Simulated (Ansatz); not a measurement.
The starting structures come from a database of crystals and need not be the phases stable at ambient conditions.

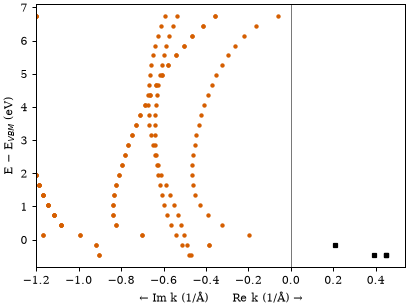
Figure. Complex bands at the centre of the two-dimensional zone; r2SCAN run with Ansatz (a quantum-chemistry and plane-wave program)

No gap correction and no spin-orbit coupling; mid-gap values are interpolated between computed energies.

Question: This is BaF₂ (P6_3/mmc, not sure to be the ambient phase, 6 atoms a cell, 17.8 Å³ an atom, -3 GPa at this level) along the normal of (001). Read off the slowest decay at the centre of the two-dimensional zone at 3.45 eV, the computed energy nearest the middle of the gap.

Answer: κ ≈ 0.43 1/Å, a decay length 1/(2κ) of the density of 1.1 Å.
